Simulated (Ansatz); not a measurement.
**UPBE/STO-3G run of BH3O− (SMILES [BH2-]O)**

Aim: the vertical ionisation energy of BH3O− at UPBE/STO-3G, from 2 runs. 

The results are computed with Ansatz 0.2.0.

## Step 1: The structure to begin with

BH3O−: 5 atoms, total charge -1, spin state doublet. SMILES: `[BH2-]O`. Geometry: a GFN2-xTB relaxation, a rough one for these elements and not checked as a minimum.

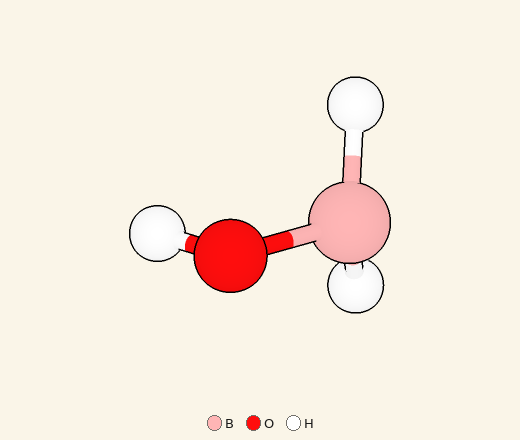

The structure, seen from a chosen angle (boron pink, oxygen red, hydrogen white).

## Step 2: The energy at UPBE/STO-3G

File input.yaml:

```yaml
crystal:
  periodic: [false, false, false]
  atoms:
    - {symbol: B, position_ang: [-0.558550, -0.234200, 0.180320]}
    - {symbol: O, position_ang: [0.255120, 1.054670, 0.280220]}
    - {symbol: H, position_ang: [0.033680, -1.207330, 0.735040]}
    - {symbol: H, position_ang: [-0.823360, -0.530130, -1.022660]}
    - {symbol: H, position_ang: [1.093110, 0.916990, -0.172930]}
basis:
  gaussian:
    orbitals: STO-3G
total_charge: -1
magnetization:
  spin_polarized: true
  initial_magnetization: 1
hamiltonian:
  xc: pbe
accuracy: high
```

Run with:

```bash
ansatz run input.yaml --threads 1 --pin off --max-ram 2610MiB --events-out events.jsonl --progress --plain --runs-dir runs
```

Output:

```text
Warning: RAYON_NUM_THREADS=1 ignored (pool sized by the plan → 1); use --threads N
Functional definition: PBE
  name "PBE"
  parameter kappa = 0.804
  parameter beta = 0.06672455060314922
  exchange = pbe_x(kappa = kappa, mu = beta*pi^2/3)
  correlation = pbe_c(beta = beta)
208 factors; integrals over basis functions are off by at most 5.0e-8 eV
mean field evaluation 1: about -2707.6003 eV, gradient 4.0e1 eV
mean field evaluation 2: about -2651.2973 eV, gradient 5.1e1 eV
mean field evaluation 4: about -2724.6654 eV, gradient 1.1e1 eV
mean field evaluation 8: about -2725.5490 eV, gradient 1.2e-1 eV
mean field evaluation 16: about -2725.4980 eV, gradient 1.8e-5 eV
mean field -2725.49797637 eV, -100.1602032226 hartree, gradient 7.0e-8 eV, S^2 0.751948; 0 other end points of the search recorded, 0 dependent functions left out
reference -2725.49797799 eV, -100.1602032824 hartree; 9, 8 occupied and 4, 5 virtual orbitals, 208 factors
Total energy: -2725.49797799 eV, -100.1602032824 hartree
```

Wall time 1.2 s (1 thread of Arm Neoverse V1, shared host); peak memory 0.11 GiB.

## Step 3: Singlet neutral BH3O

File molecule.yaml:

```yaml
crystal:
  periodic: [false, false, false]
  atoms:
    - symbol: B
      position_ang: [-0.558550, -0.234200, 0.180320]
    - symbol: O
      position_ang: [0.255120, 1.054670, 0.280220]
    - symbol: H
      position_ang: [0.033680, -1.207330, 0.735040]
    - symbol: H
      position_ang: [-0.823360, -0.530130, -1.022660]
    - symbol: H
      position_ang: [1.093110, 0.916990, -0.172930]
basis:
  gaussian: {orbitals: STO-3G}
hamiltonian: {xc: pbe}
accuracy: high
```

Run with:

```bash
ansatz run molecule.yaml --threads 1 --pin off --max-ram 2610MiB --events-out events.jsonl --progress --plain --runs-dir runs
```

Output:

```text
Warning: RAYON_NUM_THREADS=1 ignored (pool sized by the plan → 1); use --threads N
Functional definition: PBE
  name "PBE"
  parameter kappa = 0.804
  parameter beta = 0.06672455060314922
  exchange = pbe_x(kappa = kappa, mu = beta*pi^2/3)
  correlation = pbe_c(beta = beta)
208 factors; integrals over basis functions are off by at most 5.0e-8 eV
mean field evaluation 1: about -2728.1721 eV, gradient 1.8e1 eV
mean field evaluation 2: about -2686.6185 eV, gradient 9.0e1 eV
mean field evaluation 4: about -2729.2597 eV, gradient 4.3e0 eV
mean field evaluation 8: about -2729.2636 eV, gradient 5.9e-2 eV
mean field evaluation 16: about -2729.2636 eV, gradient 1.7e-6 eV
mean field -2729.26361499 eV, -100.2985878897 hartree, gradient 1.3e-8 eV, S^2 0.000000; 1 other end points of the search recorded, 0 dependent functions left out
reference -2729.26361667 eV, -100.2985879512 hartree; 8, 8 occupied and 5, 5 virtual orbitals, 208 factors
Total energy: -2729.26361667 eV, -100.2985879512 hartree
```

Run time: 0.81 s. Hardware: 1 thread of Arm Neoverse V1, shared host.

## Step 4: Summary of results

At UPBE/STO-3G:

| quantity | value |
| --- | --- |
| doublet BH3O−: total energy | -100.16020 Eh |
| doublet BH3O−: ⟨S²⟩ | 0.752 |
| singlet neutral BH3O: total energy | -100.29859 Eh |
| vertical ionisation energy (to the singlet neutral) | -3.766 eV |

What this shows: The species is unbound against losing an electron at this level, by 3.77 eV (−87 kcal/mol); missing correlation or diffuse functions can give that sign where the real anion is bound.
